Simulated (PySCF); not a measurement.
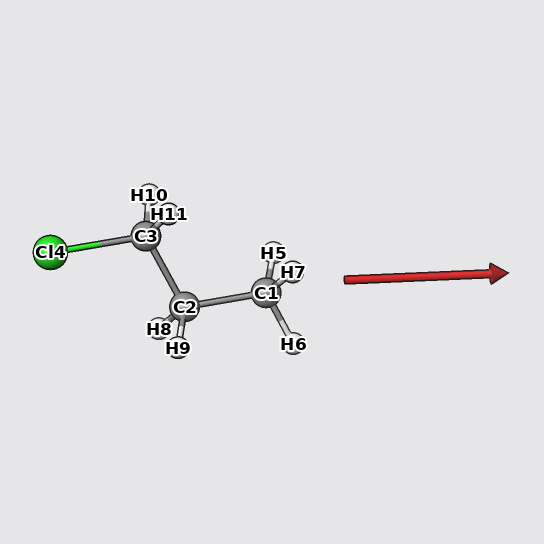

The arrow beside the molecule shows the direction of the dipole moment, from the negative to the positive end (its length means nothing). The computed structure is the end point of a GFN2-xTB optimisation. No frequency run is at hand to confirm it as a minimum. Properties computed with PBE0/pcSseg-1, gas phase (PySCF 2.14.0).

How large is the dipole moment?

Answer. 2.26 D; it points from the side of Cl4 to the side of H6 (the outermost atoms at the two ends).
